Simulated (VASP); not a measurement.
Band structure of Cs (bcc). Calculation: PW91 GGA, VASP's PBE PAW potentials (set 64) (plane waves; VASP 6.6.1).

Unless said otherwise, spin-orbit coupling is left out, though it shifts the bands of the heavy elements here.

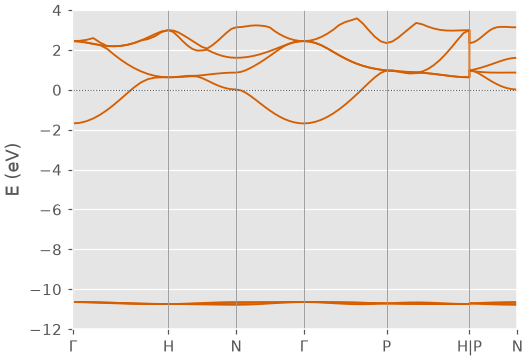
*Bands along high-symmetry lines, zero at the valence-band maximum or, without a gap, the Fermi level*

Task: Read the plot: is there a gap, and where are the band edges?

Result: It has no gap at this level: it comes out as a metal or semimetal. (Edges off the drawn lines would not show.)

The compound is Cs in the bcc structure. It was relaxed first.
